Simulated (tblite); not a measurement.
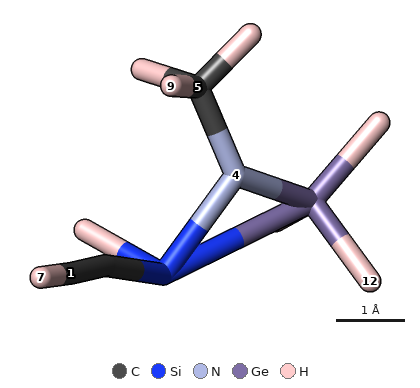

*The structure (stick view, seen at a tilt; atoms are numbered from 1 in the order of the input). Sticks mark near contacts.*

# C3H8GeNSi (charge −1): relaxed scan

- system: C3H8GeNSi, charge −1
- method: GFN2-xTB relaxed scan under a harmonic restraint, gas phase (tblite 0.8.0)

## The program's output
```
point  coordinate     E/eV
  0    -56.700     -466.91970
```

This output came from the following input.

## Input file
```
{"job": {"xc": "GFN2-xTB", "basis": "xTB", "coordinate": [["t", [7, 1, 3, 2], 0.3333333333333333], ["t", [1, 3, 7, 2], 0.3333333333333333], ["t", [3, 7, 1, 2], 0.3333333333333333]], "kind": "drive"}, "charge": -1, "multiplicity": 1}
C      3.334378    -0.073444    -0.362761
C      2.263242    -0.435691     0.056207
Si     0.646253    -1.271156     0.545362
N     -0.488201     0.084310     0.114912
C     -0.330062     1.385521     0.680015
Ge    -1.997715    -0.851945     0.117337
H      4.270707     0.278779    -0.708572
H      0.792826    -0.958270     2.047903
H      0.581624     1.842517     0.279078
H     -1.184911     2.031656     0.428682
H     -0.233704     1.379046     1.779269
H     -2.025965    -1.803056    -1.051753
H     -3.227094     0.067064    -0.086383
H     -2.402057    -1.675805     1.345813
```

The first line tells a small driver script what to run in tblite; the rest is the geometry in Å.

Launch command:
```bash
OMP_NUM_THREADS=1 python <driver script> task.json out
```

## Results in brief

```tsv
quantity	value
outcome	converged
hardware	1 CPU thread, shared host
peak memory	0.18 GiB
```
